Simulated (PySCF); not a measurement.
C$_{4}$H$_{12}$N$_{2}$OSi

```xyz
20

N     2.3295    1.3144    0.9061
Si    1.6358    0.4081   -0.3814
N     2.6133   -1.0087   -0.5107
C    -0.0931   -0.1186    0.1974
C    -0.9163   -0.9446   -0.7944
C    -2.3654   -0.5460   -0.4708
C    -2.2021    0.6726    0.4601
O    -0.8544    1.0717    0.3789
H     1.7283    1.9831    1.3594
H     3.2508    1.7032    0.7904
H     1.4713    1.1509   -1.6485
H     2.3292   -1.7418   -1.1390
H     3.6116   -0.8910   -0.5553
H    -0.0590   -0.6588    1.1559
H    -0.6674   -0.6618   -1.8178
H    -0.7340   -2.0106   -0.6756
H    -2.9010   -1.3478    0.0357
H    -2.9159   -0.2800   -1.3720
H    -2.4447    0.3923    1.4972
H    -2.8215    1.5241    0.1716
```

Geometry: GFN2-xTB.

Level of theory: PBE0/pcSseg-1, SCF density, gas phase, non-relativistic in PySCF.

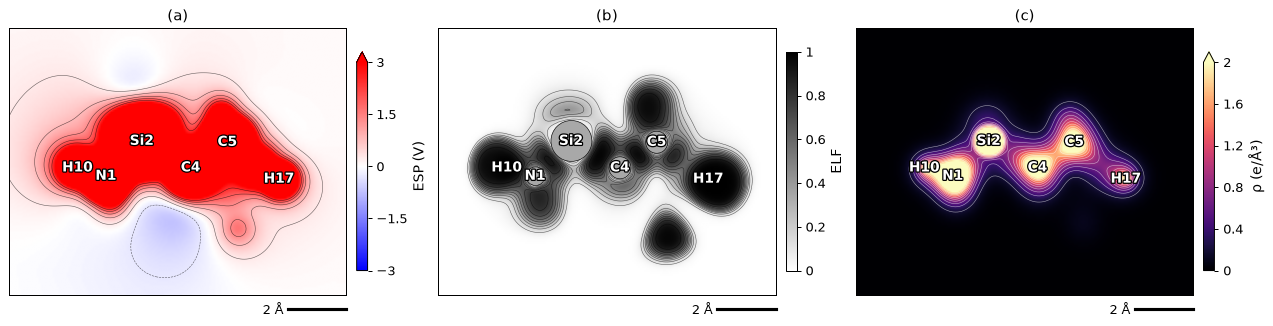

Figure 1. (a) electrostatic potential; (b) ELF; (c) total electron density on the plane of atoms N1, Si2 and C4. Grey discs cover the atomic cores in the ELF map.

**Describe what can be read from this map.**

- Atoms in the plane: N, Si, C and H.
- C–C (1.53 Å): ρ is about 1.6 e/Å³ halfway; the ELF peaks at about 0.95 between the atoms (a covalent bond).
- Si–N (1.72 Å): ρ is about 1.1 e/Å³ halfway; the ELF peaks at about 0.90 between the atoms: a shared but strongly polarised pair.
- C–Si (1.90 Å): ρ at the midpoint is about 0.97 e/Å³; the ELF peaks at about 1 between the atoms (localised, covalent bonding).
- N–H (1.01 Å): the density is about 2.8 e/Å³ at the midpoint; the ELF climbs to about 1 towards the hydrogen, as it does in any bond to H: a covalent bond by its length.
- Outside the dense part of the molecule the potential is most negative (−0.7 V) near H14, which lies off the plane.

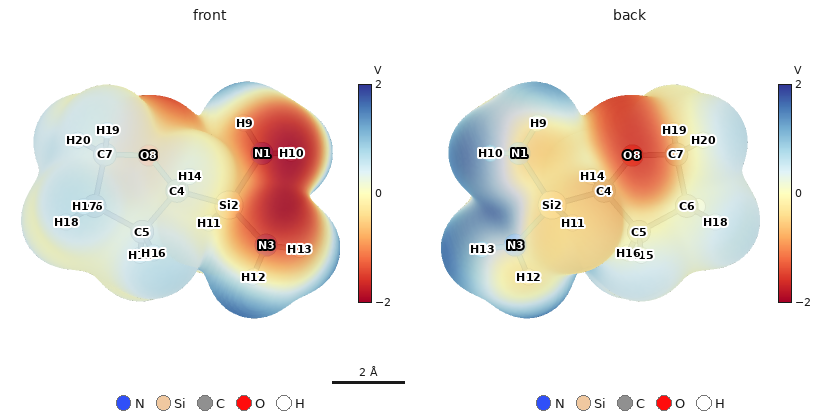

Figure 2. The molecular electrostatic potential painted on the density surface at 0.002 e/bohr³, seen from the front and from behind; the colour scale runs from red (negative) to blue (positive).

**Where is the surface potential most negative and most positive?**

The most negative region (about −1.9 V) lies over N1 and N3, the most positive (about +1.5 V) over H10, H12 and H13.
